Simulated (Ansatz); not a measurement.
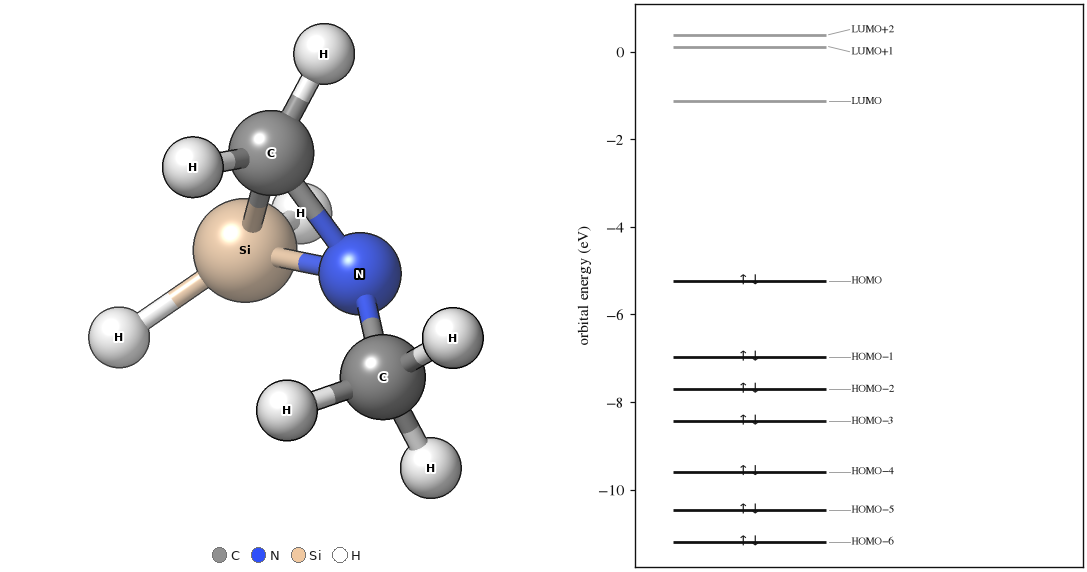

C₂H₇NSi, SMILES CN1C[SiH2]1. Kohn-Sham orbital energies near the frontier, LDA (SPW92)/def2-TZVPP in the Ansatz code 0.2.0, at a PBE0-D4/def2-TZVP geometry (a minimum by its frequencies), isolated molecule; empty levels in grey, levels within 0.03 eV side by side.

Where do the frontier orbitals lie?

HOMO at −5.23 eV, LUMO at −1.14 eV, 4.10 eV apart.

How far below the HOMO does the next level lie?

1.74 eV.

Note: empty levels above zero depend strongly on the basis.
